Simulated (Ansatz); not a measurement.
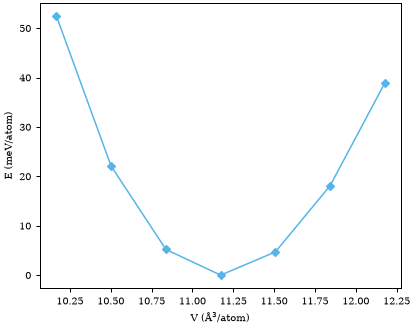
*AlN in space group P4_2/mmc (No. 131; Al on 2c, N on 2e) under volume change, DFT-PBE in the program Ansatz with PAW potentials, shape and atoms relaxed at each volume.*

What does a third-order Birch–Murnaghan fit give for V₀, B₀ and B′?

V₀ = 11.17 Å³/atom, B₀ = 159 GPa, B′ = 4.0.

A made-up cell: these elements were put on the sites of a structure type; neither database checked (COD, Materials Project) lists it. It is not the phase usual at ambient conditions (space group No. 186, 216). The PBE relaxation kept the symmetry of its start; its stability against distortions is not shown here.

Potentials: the later of the program's two PAW sets.
